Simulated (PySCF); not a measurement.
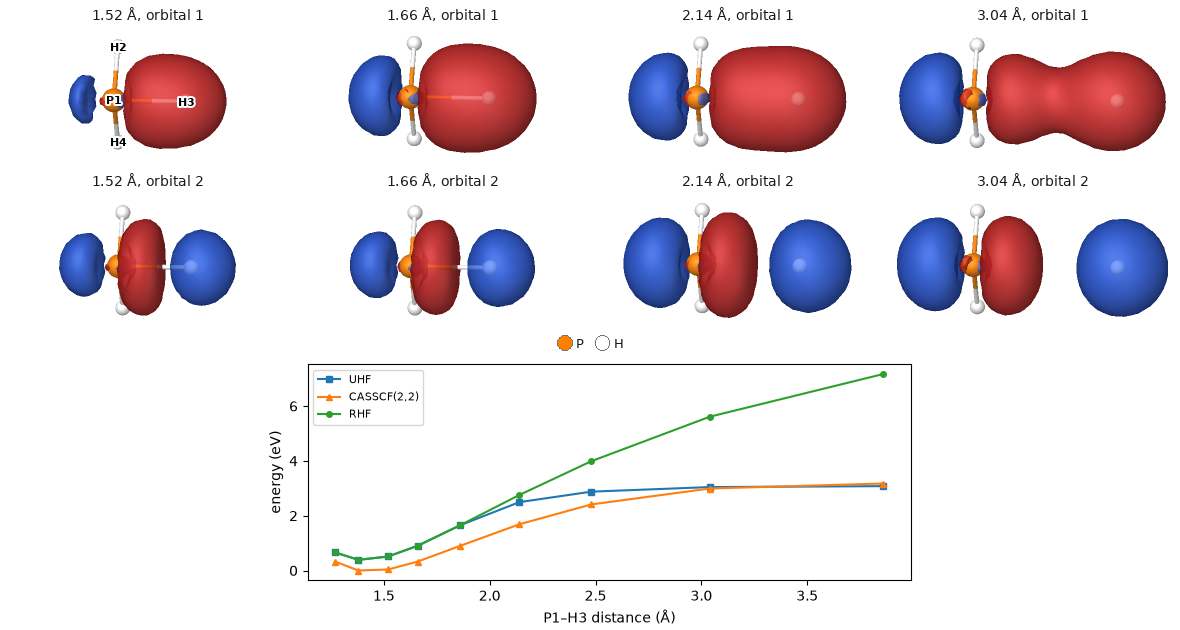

Figure. H$_{3}$P, SMILES `P`. Rigid stretch of the P1–H3 bond. The two CASSCF(2,2) natural orbitals nearest half filling (orbital 1 the more occupied). Below: energies along the scan, from the lowest point of the three curves.

Level of theory: 6-31G* basis (PySCF), at a geometry from GFN2-xTB. No frequency check shows the geometry to be a minimum. GFN2-xTB bond lengths at metals and heavier atoms can be off by up to 0.1 Å and shapes distorted, which carries into these values.

Question: How do the occupations change along the stretch?

Answer: 1.52 Å: 1.97 and 0.03; 1.66 Å: 1.96 and 0.04; 2.14 Å: 1.85 and 0.15; 3.04 Å: 1.41 and 0.59. At the longest distance computed (3.86 Å) they are 1.14 and 0.86, and the effective number of unpaired electrons is 1.9.

Question: Where does the UHF solution part from RHF?

Answer: Between 1.86 Å (⟨S²⟩ = 0, the two coincide) and 2.14 Å (⟨S²⟩ = 0.50); at 3.86 Å ⟨S²⟩ is 1.01 and UHF lies 4.1 eV below RHF.

Question: How much energy does the stretch cost?

Answer: By CASSCF, 3.2 eV from the lowest point of the scan (1.38 Å) to 3.86 Å; RHF gives 6.8 eV from its own lowest point. The fragments aren't relaxed and dynamic correlation is missing, so this isn't a bond dissociation energy.

The PySCF run took 6.3 s on 1 thread of Intel(R) Xeon(R) Platinum 8259CL CPU @ 2.50GHz (Skylake/Cascade Lake) (shared host), peak memory 0.2 GiB.
